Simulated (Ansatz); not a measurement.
# U-wB97X/STO-3G run of BNH2Cl (SMILES N[B]Cl)

Aim: the energy change on altering one bond length of BNH2Cl at U-wB97X/STO-3G, from 2 runs. 

The calculation is run with Ansatz 0.2.0.

76 further runs of the same task are left out: 76 set aside as unsound or not needed.

## 1. Starting point

BNH2Cl: 5 atoms, total charge 0, spin state doublet. As SMILES, `N[B]Cl`. Geometry: relaxed at PBE0-D4/def2-TZVP. This is one conformer, not always the lowest.

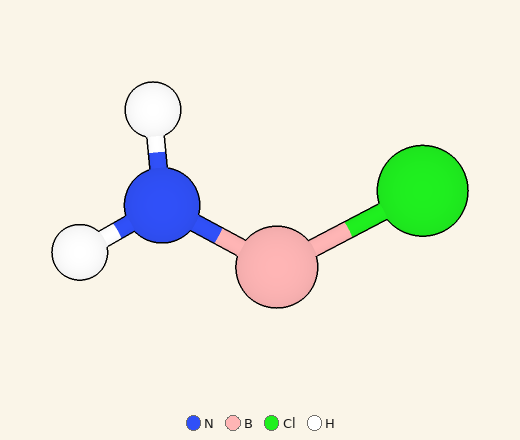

The structure, seen from a chosen angle (nitrogen blue, boron pink, chlorine green, hydrogen white).

## 2. A single-point energy at U-wB97X/STO-3G

File in.yaml:

```yaml
crystal:
  periodic: [false, false, false]
  atoms:
    - {symbol: N, position_ang: [-0.334000, 0.412100, -0.256700]}
    - {symbol: B, position_ang: [-0.098400, -0.544600, 0.704400]}
    - {symbol: Cl, position_ang: [1.343200, -1.526200, 0.784600]}
    - {symbol: H, position_ang: [-1.176700, 0.959900, -0.273100]}
    - {symbol: H, position_ang: [0.315800, 0.625100, -1.000600]}
basis:
  gaussian:
    orbitals: STO-3G
magnetization:
  spin_polarized: true
  initial_magnetization: 1
hamiltonian:
  xc: {name: wB97X}
accuracy: high
```

The run is started by

```
$ ansatz run in.yaml --threads 1 --pin off --max-ram 2610MiB --events-out events.jsonl --progress --plain --runs-dir runs
```

The log of the run:

```text
Warning: RAYON_NUM_THREADS=1 ignored (pool sized by the plan → 1); use --threads N
Functional definition: wB97X
  name "wB97X"
  parameter omega = 0.3/bohr
  parameter cx = 0.157706
  parameter cx1 = 0.726479
  parameter cx2 = 1.04760
  parameter cx3 = -5.70635
  parameter cx4 = 13.2794
  parameter css1 = -4.33879
  parameter css2 = 18.2308
  parameter css3 = -31.7430
  parameter css4 = 17.2901
  parameter cos1 = 2.37031
  parameter cos2 = -11.3995
  parameter cos3 = 6.58405
  parameter cos4 = -3.78132
  exchange = spin_sum(e_x_unif_sr(omega)*poly(b97_u_x, 1 - cx, cx1, cx2, cx3, cx4)) + cx*exact_x_sr(omega)
      + exact_x_lr(omega)
  correlation = spin_sum(e_c_pw_same_spin*poly(b97_u_same, 1, css1, css2, css3, css4))
      + integral(e_c_pw_opposite_spin*poly(b97_u_opposite, 1, cos1, cos2, cos3, cos4))
372 factors; integrals over basis functions are off by at most 2.5e-8 eV
154 factors; integrals over basis functions are off by at most 8.2e-10 eV
mean field evaluation 1: about -14555.2990 eV, gradient 1.0e1 eV
mean field evaluation 2: about -14556.2648 eV, gradient 5.1e0 eV
mean field evaluation 4: about -14556.4665 eV, gradient 5.1e-1 eV
mean field evaluation 8: about -14556.4468 eV, gradient 2.1e-2 eV
mean field evaluation 16: about -14556.4468 eV, gradient 6.2e-7 eV
mean field -14556.44676556 eV, -534.9395519205 hartree, gradient 2.9e-8 eV, S^2 0.754711; 0 other end points of the search recorded, 0 dependent functions left out
reference -14556.44676424 eV, -534.9395518719 hartree; 16, 15 occupied and 5, 6 virtual orbitals, 372 factors
Total energy: -14556.44676424 eV, -534.9395518719 hartree
```

Wall time 10 s (1 thread of Arm Neoverse V1, shared host); peak memory 0.4 GiB.

## 3. The distorted shape

File in.yaml:

```yaml
crystal:
  periodic: [false, false, false]
  atoms:
    - symbol: "N"
      position_ang: [-0.496479, 0.358840, -0.070691]
    - symbol: B
      position_ang: [-0.260879, -0.597860, 0.890409]
    - symbol: Cl
      position_ang: [1.180721, -1.579460, 0.970609]
    - symbol: H
      position_ang: [-1.339179, 0.906640, -0.087091]
    - symbol: H
      position_ang: [0.315800, 0.625100, -1.000600]
basis:
  gaussian: {orbitals: STO-3G}
accuracy: high
hamiltonian: {xc: {name: wB97X}}
magnetization: {spin_polarized: true, initial_magnetization: 1}
```

The run is started by

```
$ ansatz run in.yaml --threads 1 --pin off --max-ram 2610MiB --events-out events.jsonl --progress --plain --runs-dir runs
```

The log of the run, shortened:

```text
Warning: RAYON_NUM_THREADS=1 ignored (pool sized by the plan → 1); use --threads N
[... 2 set-up lines as earlier in the session ...]
[...]
      + exact_x_lr(omega)
[...]
      + integral(e_c_pw_opposite_spin*poly(b97_u_opposite, 1, cos1, cos2, cos3, cos4))
372 factors; integrals over basis functions are off by at most 3.0e-8 eV
155 factors; integrals over basis functions are off by at most 8.6e-10 eV
[...]
mean field -14555.61576691 eV, -534.9090132833 hartree, gradient 5.9e-8 eV, S^2 0.756796; 0 other end points of the search recorded, 0 dependent functions left out
reference -14555.61576556 eV, -534.9090132335 hartree; 16, 15 occupied and 5, 6 virtual orbitals, 372 factors
Total energy: -14555.61576556 eV, -534.9090132335 hartree
```

Wall time 10 s (1 thread of Arm Neoverse V1, shared host); peak memory 0.4 GiB.

## 4. Results

Level: U-wB97X/STO-3G.

```
                                                         quantity          value
                                        first shape: total energy  -534.93955 Eh
                                                first shape: ⟨S²⟩          0.755
                                    distorted shape: total energy  -534.90901 Eh
                                            distorted shape: ⟨S²⟩          0.757
energy change with the N1–H5 bond stretched from 1.010 to 1.263 Å       0.831 eV
```

**Reading.** With the N1–H5 bond stretched from 1.010 to 1.263 Å the energy rises by 0.83 eV (19.2 kcal/mol). The first shape isn't relaxed at this level, so the change isn't measured from a minimum. The minimal basis adds a large error of its own.
